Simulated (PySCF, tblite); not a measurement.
# C4H8SSi: geometry, infrared bands and NMR shifts

Aim: predict the infrared bands and NMR shifts of C4H8SSi (`CC#CCS[SiH3]`).

Programs: tblite 0.8.0 and PySCF 2.14.0, with density-fitted response routines of our own. Each step states its level of theory. These are calculated values for one molecule in the gas phase, unless marked as measured. Atoms are numbered from 0 throughout.

## Step 1: The starting structure

14 atoms, charge 0, multiplicity 1; geometry from: force field or distance geometry start.

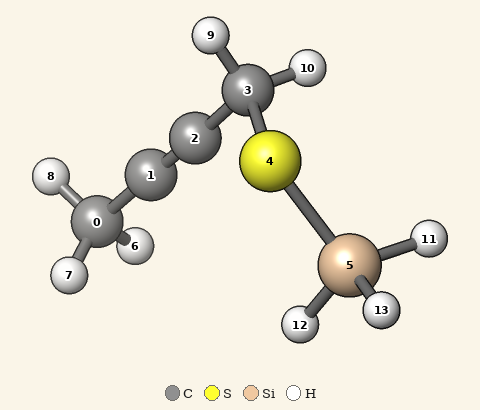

As it starts; carbon grey, sulfur yellow, silicon light orange, hydrogen white, atoms numbered; sticks join atoms by distance.

## Step 2: Optimising the geometry with GFN2-xTB

Job settings and geometry (Å):

```
{"job": {"kind": "relax", "xc": "GFN2-xTB", "basis": "xTB"}, "charge": 0, "multiplicity": 1}
C     -2.667400    -0.270600     1.020000
C     -1.621800     0.364000     0.181800
C     -0.756900     0.871600    -0.486000
C      0.256100     1.510300    -1.334400
S      1.735000     1.670000    -0.321900
Si     2.679700    -0.152400     0.198100
H     -2.766400    -1.367100     0.800100
H     -2.361400    -0.136000     2.065900
H     -3.638400     0.181800     0.756000
H     -0.097100     2.527500    -1.612300
H      0.449000     0.893200    -2.245900
H      2.936100    -1.009600    -0.985600
H      1.800200    -0.859300     1.176100
H      4.052600     0.056300     0.765900
```

Started as:

```
$ OMP_NUM_THREADS=1 python probes_run.py task.json out
```

The driver reads the jobs from task.json and runs them one after another.

The log of the run:

```text
step      E/eV     max force
  0    -478.00402    1.713
  1    -478.15128    1.021
  2    -478.20461    3.616
  3    -478.23624    2.221
  4    -478.27736    0.500
  5    -478.29141    0.292
  6    -478.31745    0.752
  7    -478.32645    0.518
  8    -478.33438    0.304
  9    -478.34259    0.506
 10    -478.35261    0.635
 11    -478.35969    0.417
 12    -478.36387    0.198
 13    -478.36672    0.213
 14    -478.36979    0.348
 15    -478.37274    0.284
 16    -478.37487    0.108
 17    -478.37640    0.118
 18    -478.37814    0.231
 19    -478.38072    0.299
 20    -478.38402    0.241
 21    -478.38703    0.149
 22    -478.38913    0.139
 23    -478.39064    0.189
 24    -478.39213    0.154
 25    -478.39381    0.102
 26    -478.39536    0.087
 27    -478.39660    0.133
 28    -478.39763    0.114
 29    -478.39852    0.067
 30    -478.39921    0.065
 31    -478.39968    0.073
 32    -478.40001    0.061
 33    -478.40025    0.040
 34    -478.40042    0.042
 35    -478.40057    0.034
 36    -478.40074    0.043
 37    -478.40098    0.046
 38    -478.40124    0.049
 39    -478.40147    0.040
 40    -478.40165    0.037
 41    -478.40181    0.043
 42    -478.40196    0.031
 43    -478.40207    0.024
 44    -478.40214    0.022
 45    -478.40221    0.030
 46    -478.40233    0.033
 47    -478.40252    0.033
 48    -478.40273    0.042
 49    -478.40291    0.038
 50    -478.40304    0.029
 51    -478.40313    0.027
 52    -478.40320    0.022
 53    -478.40326    0.026
 54    -478.40333    0.036
 55    -478.40343    0.038
 56    -478.40352    0.028
 57    -478.40358    0.022
 58    -478.40361    0.025
 59    -478.40366    0.030
 60    -478.40372    0.032
 61    -478.40380    0.040
 62    -478.40389    0.033
 63    -478.40398    0.021
 64    -478.40408    0.028
 65    -478.40420    0.039
 66    -478.40431    0.037
 67    -478.40438    0.026
 68    -478.40443    0.027
 69    -478.40451    0.033
 70    -478.40466    0.062
 71    -478.40490    0.080
 72    -478.40513    0.062
 73    -478.40526    0.025
 74    -478.40533    0.020
 75    -478.40540    0.033
 76    -478.40552    0.055
 77    -478.40566    0.055
 78    -478.40575    0.030
 79    -478.40579    0.024
 80    -478.40582    0.026
 81    -478.40585    0.026
 82    -478.40588    0.021
 83    -478.40589    0.013
 84    -478.40591    0.013
 85    -478.40593    0.023
 86    -478.40596    0.033
 87    -478.40601    0.032
 88    -478.40604    0.017
 89    -478.40606    0.010
 90    -478.40608    0.017
 91    -478.40610    0.024
 92    -478.40612    0.019
 93    -478.40612    0.007
```

Run time: 0.93 s. Hardware: 1 thread of Arm Neoverse N1, shared host; peak memory 0.18 GiB.

Along the way: (not every step is listed)

```
step  energy from step 0 (eV)  largest force (eV/Å)
   0                   0.0000                1.7132
   1                  -0.1473                1.0206
   2                  -0.2006                3.6162
   3                  -0.2322                2.2209
   4                  -0.2733                0.4996
   5                  -0.2874                0.2924
   6                  -0.3134                0.7524
   7                  -0.3224                0.5178
   8                  -0.3304                0.3037
  16                  -0.3708                0.1084
  24                  -0.3881                0.1536
  32                  -0.3960                0.0606
  40                  -0.3976                0.0372
  48                  -0.3987                0.0420
  56                  -0.3995                0.0285
  64                  -0.4001                0.0279
  72                  -0.4011                0.0625
  80                  -0.4018                0.0263
  88                  -0.4020                0.0173
  89                  -0.4020                0.0101
  90                  -0.4021                0.0171
  91                  -0.4021                0.0243
  92                  -0.4021                0.0190
  93                  -0.4021                0.0071
```

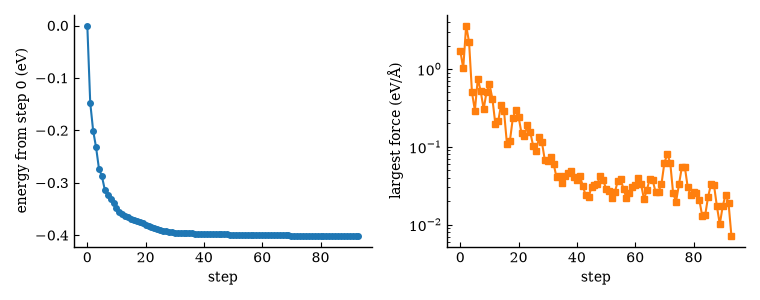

Energy and largest force along the relaxation.

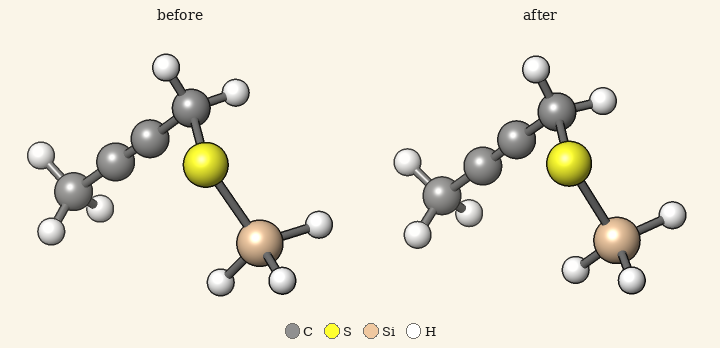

The geometry before (left) and after (right).

Distances of close pairs at the start and the end, largest changes first:

```
   bond  before (Å)  after (Å)  change (Å)
Si5–H13       1.500      1.451      -0.049
  C3–S4       1.799      1.848      +0.049
  C0–C1       1.483      1.446      -0.037
Si5–H12       1.493      1.457      -0.036
  C0–H6       1.123      1.090      -0.033
  C2–C3       1.468      1.438      -0.030
 C3–H10       1.118      1.091      -0.026
Si5–H11       1.484      1.460      -0.024
```

The final coordinates are the input of the step that follows.

## Step 3: Infrared spectrum with GFN2-xTB

Job settings and geometry (Å):

```
{"job": {"kind": "ir", "xc": "GFN2-xTB", "basis": "xTB"}, "charge": 0, "multiplicity": 1}
C     -2.515645    -0.299256     1.025561
C     -1.509605     0.324078     0.195349
C     -0.701850     0.843537    -0.523778
C      0.325855     1.466882    -1.312991
S      1.844414     1.822671    -0.321255
Si     2.466349    -0.159075     0.186630
H     -2.568292    -1.367424     0.815291
H     -2.266085    -0.156391     2.076773
H     -3.489751     0.148829     0.831155
H     -0.002018     2.439583    -1.681285
H      0.619554     0.835062    -2.152940
H      2.632642    -0.898741    -1.061392
H      1.444575    -0.783562     1.016260
H      3.719178     0.063358     0.884457
```

The log of the run:

```text
mode    cm-1     km/mol
  1      14.7      0.03
  2      36.6      2.26
  3      87.2      0.55
  4     110.2      1.39
  5     163.5      1.84
  6     224.1      5.18
  7     267.4      1.75
  8     295.3      0.11
  9     405.2      2.10
 10     513.0     43.98
 11     536.7     50.47
 12     563.8     39.91
 13     676.4     10.23
 14     742.6    151.08
 15     766.8    427.75
 16     791.4    156.39
 17     794.2     75.27
 18     857.9      0.96
 19    1023.2      7.66
 20    1025.2      6.55
 21    1118.2      2.64
 22    1191.9     28.07
 23    1231.8      4.04
 24    1389.9      2.94
 25    1414.8      2.42
 26    1454.4      4.90
 27    1455.5      6.46
 28    2285.8    271.63
 29    2322.3    169.21
 30    2373.4    221.71
 31    2404.0     17.52
 32    2950.8     13.65
 33    2979.5      5.14
 34    3001.8     22.01
 35    3003.4     19.77
 36    3010.7     25.94
```

Run time: 0.68 s. Hardware: 1 thread of Arm Neoverse N1, shared host; peak memory 0.18 GiB.

The strongest bands and the atoms that carry them (share of the mass-weighted mode):

| cm⁻¹ | km/mol | atoms |
| --- | --- | --- |
| 537 | 50.5 | H12 50 %, H11 38 % |
| 743 | 151.1 | H13 59 %, H11 22 %, H12 15 % |
| 767 | 427.8 | H13 35 %, H11 27 %, H12 27 % |
| 791 | 156.4 | H12 44 %, H11 40 % |
| 794 | 75.3 | C3 36 %, C0 29 % |
| 2286 | 271.6 | H11 92 % |
| 2322 | 169.2 | H12 93 % |
| 2373 | 221.7 | H13 97 % |

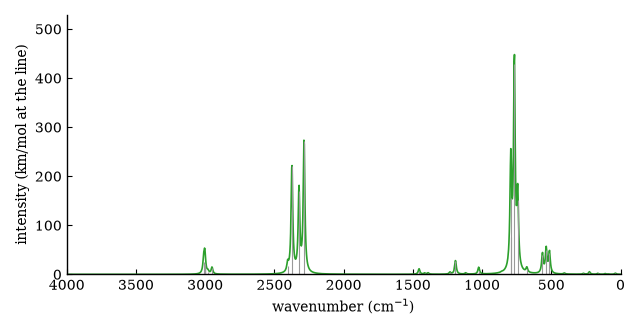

The infrared spectrum from these modes, unscaled. Lines are broadened to a width of 14 cm⁻¹ (Lorentzian).

## Step 4: Shielding tensors: PBE0/pcSseg-1

Settings changed since step 3:

```diff
@@ -1,2 +1,2 @@
-{"job": {"kind": "ir", "xc": "GFN2-xTB", "basis": "xTB"}, "charge": 0, "multiplicity": 1}
+{"job": {"kind": "nmr", "xc": "PBE0", "basis": "pcSseg-1"}, "charge": 0, "multiplicity": 1}
 C     -2.515645    -0.299256     1.025561
```

Level: GIAO PBE0/pcSseg-1 NMR shielding, non-relativistic, gas phase.

The log of the run:

```text
coarse grid: 12552 points
cycle   1  E = -844.2928507231  dE =  5.571e-01  |g| = 3.529e-01  |ddm| = 3.811e+00
cycle   2  E = -844.3014247340  dE = -8.574e-03  |g| = 3.105e-01  |ddm| = 1.084e+00
cycle   3  E = -844.3272883581  dE = -2.586e-02  |g| = 5.083e-02  |ddm| = 4.860e-01
cycle   4  E = -844.3274189298  dE = -1.306e-04  |g| = 4.422e-02  |ddm| = 6.764e-02
cycle   5  E = -844.3278895777  dE = -4.706e-04  |g| = 7.056e-03  |ddm| = 3.707e-02
cycle   6  E = -844.3279008675  dE = -1.129e-05  |g| = 2.073e-03  |ddm| = 8.644e-03
cycle   7  E = -844.3279019596  dE = -1.092e-06  |g| = 4.278e-04  |ddm| = 2.693e-03
final grid: 111480 points
cycle   8  E = -844.3660415154  dE = -2.083e-05  |g| = 7.302e-03  |ddm| = 3.597e-02
cycle   9  E = -844.3660355745  dE =  5.941e-06  |g| = 8.660e-03  |ddm| = 1.685e-02
cycle  10  E = -844.3660547788  dE = -1.920e-05  |g| = 6.707e-04  |ddm| = 9.628e-03
cycle  11  E = -844.3660548840  dE = -1.052e-07  |g| = 2.781e-04  |ddm| = 9.327e-04
cycle  12  E = -844.3660549005  dE = -1.653e-08  |g| = 1.158e-04  |ddm| = 2.830e-04
cycle  13  E = -844.3660549037  dE = -3.165e-09  |g| = 1.766e-05  |ddm| = 1.000e-04
cycle  14  E = -844.3660549038  dE = -8.231e-11  |g| = 3.234e-06  |ddm| = 2.684e-05
converged SCF energy = -844.3660549038

GIAO shielding tensors (ppm)
atom      isotropic    diamagn.    paramagn.     s11        s22        s33       span
  0 C      182.038     253.053     -71.014    174.647    174.963    196.506     21.859
  1 C       97.117     266.522    -169.405     16.750     23.600    251.000    234.250
  2 C      105.294     264.782    -159.488     11.144     27.377    277.361    266.217
  3 C      164.055     252.569     -88.514    148.854    165.845    177.466     28.612
  4 S      635.942    1057.636    -421.695    445.763    561.577    900.486    454.723
  5 Si     406.011     879.861    -473.849    360.856    400.718    456.460     95.605
  6 H       29.679      30.411      -0.733     24.556     28.009     36.471     11.916
  7 H       29.629      29.954      -0.325     24.425     28.295     36.167     11.742
  8 H       29.663      26.616       3.047     24.326     27.689     36.975     12.649
  9 H       28.348      28.961      -0.613     21.672     27.328     36.044     14.371
 10 H       28.538      31.002      -2.464     22.570     27.890     35.154     12.584
 11 H       27.235      29.666      -2.430     23.613     24.982     33.110      9.497
 12 H       26.849      30.856      -4.007     22.741     26.413     31.393      8.652
 13 H       27.314      28.844      -1.530     23.876     24.876     33.190      9.314
```

Wall time 44 s (1 thread of Arm Neoverse N1, shared host); peak memory 0.72 GiB.

The references, computed at this level on geometries of the same kind, shield at (ppm): 1H TMS 31.72, 13C TMS 186.9, 29Si TMS 349.2, 33S CS2 504. Their shielding less the atom's gives the shift. The references are single molecules in the gas phase. Atoms listed in one row are averaged.

```
        atoms                                    environment  σ (ppm)  δ (ppm)  δ scaled to CDCl3
           C1                                  alkyne carbon     97.1     89.8               85.7
           C2                                  alkyne carbon    105.3     81.6               77.8
           C3                propargylic sp3 CH2 bonded to S    164.1     22.9               16.0
           C0                      propargylic methyl carbon    182.0      4.9                2.9
H11, H12, H13              hydrogen on a silicon bonded to S    27.13     4.58                  –
      H9, H10  hydrogen on a propargylic sp3 CH2 bonded to S    28.44     3.27               3.19
   H6, H7, H8        hydrogen on a propargylic methyl carbon    29.66     2.06               2.05
           S4                         sulfur bonded to C, Si      636     -132                  –
          Si5                       silicon bonded to S, 3 H    406.0    -56.9                  –
```

The scaled column applies a straight-line fit of computed shieldings to shifts measured in CDCl3, with any fitted terms for Cl, Br or S neighbours (root-mean-square error 0.16 ppm for H, 1.9 ppm for C).

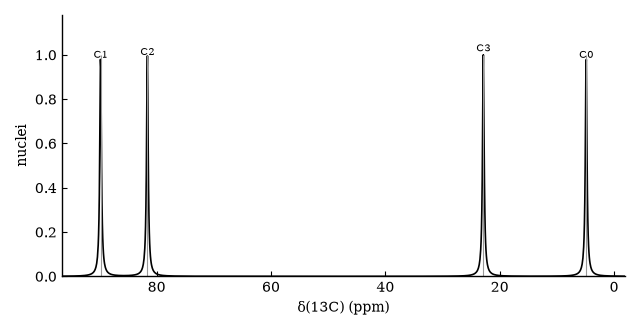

13C lines at the computed shifts, without couplings. Lines are broadened to a width of 0.34 ppm (Lorentzian).

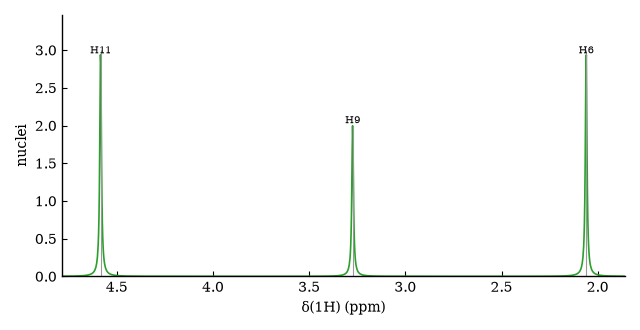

1H lines at the computed shifts, without couplings. Lines are broadened to a width of 0.01 ppm (Lorentzian).

Charges from the same density, by scheme (e):

```csv
atoms,Mulliken,IAO,Hirshfeld,ESP fit
C0,-0.19,-0.44,-0.10,-0.55
C1,-0.24,-0.04,-0.04,0.08
C2,-0.06,-0.09,-0.07,-0.12
C3,-0.32,-0.34,-0.06,-0.32
S4,-0.27,-0.18,-0.10,-0.24
Si5,0.47,0.55,0.29,0.23
```

Mulliken charges:

C0 -0.19; C1 -0.24; C2 -0.06; C3 -0.32; S4 -0.27; Si5 0.47; H6 0.15; H7 0.15; H8 0.15; H9 0.19; H10 0.18; H11 -0.08; H12 -0.06; H13 -0.07

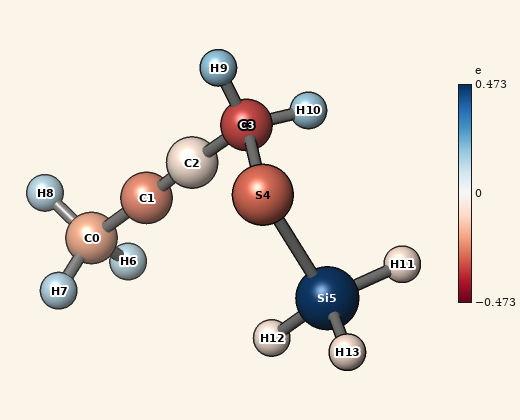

Mulliken charges, as colours on the atoms.

Mayer bond orders: C0–C1 1.22, C1–C2 2.58, C2–C3 1.09, C3–S4 1.02, S4–Si5 0.96.

Orbitals, density, ELF and potential are computed afterwards from the orbital file.

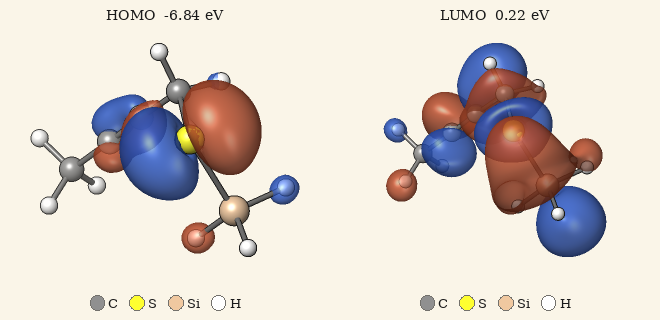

PBE0/pcSseg-1 orbitals near the gap, drawn at the value that encloses 70 % of each; the two colours are the two signs.

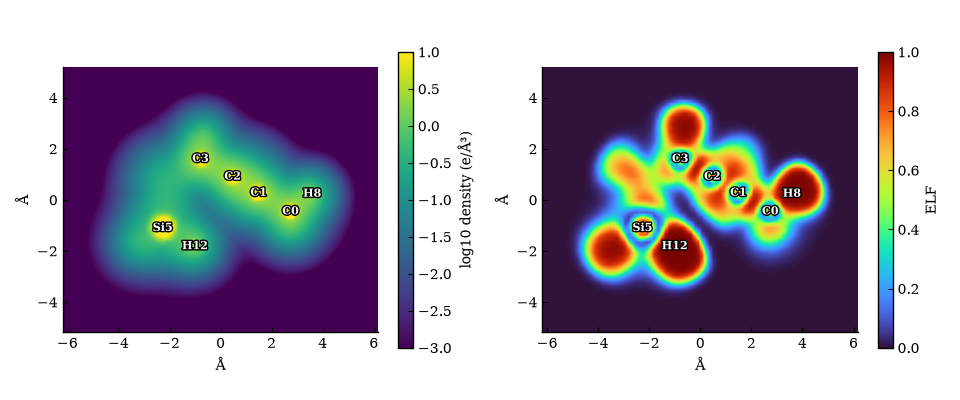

Density (left) and ELF (right) in a plane through or near 7 of the atoms.

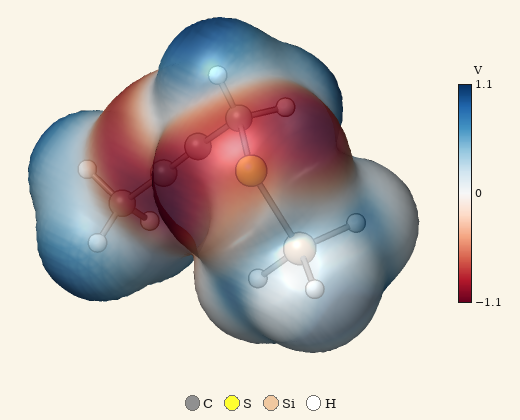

Electrostatic potential on the surface of density 0.002 e/bohr³; red is low, blue high. It runs from -1.10 V near S4 to 1.04 V near H13.

## Step 5: What came out

| quantity | value |
| --- | --- |
| strongest single infrared mode (GFN2-xTB) | 767 cm⁻¹, 428 km/mol |
| zero-point energy (GFN2-xTB) | 62.2 kcal/mol |
| 13C shifts against TMS (PBE0/pcSseg-1) | 89.8, 81.6, 22.9, 4.9 ppm |
| 1H shifts against TMS (PBE0/pcSseg-1, means over atoms taken as alike) | 4.58, 3.27, 2.06 ppm |
| 33S shifts against CS2 (PBE0/pcSseg-1) | -132 ppm |
| 29Si shifts against TMS (PBE0/pcSseg-1) | -56.9 ppm |
| surface potential, least and greatest | -1.10 V and 1.04 V |

In words: Relaxing lowered the energy by 0.402 eV in 93 steps; the close pair that moved most is Si5–H13, from 1.500 to 1.451 Å. No mode is imaginary among the 36: a minimum at this level. The strongest single mode, at 767 cm⁻¹, has its largest shares on H13, H11 and H12 (the list is cut at 3 atoms). GFN2-xTB is a fitted tight-binding method: band positions and strengths are rough. Its intensities can rank the bands wrongly. At PBE0/pcSseg-1: The largest span, 455 ppm, is at S4, where the paramagnetic term is -422 ppm.
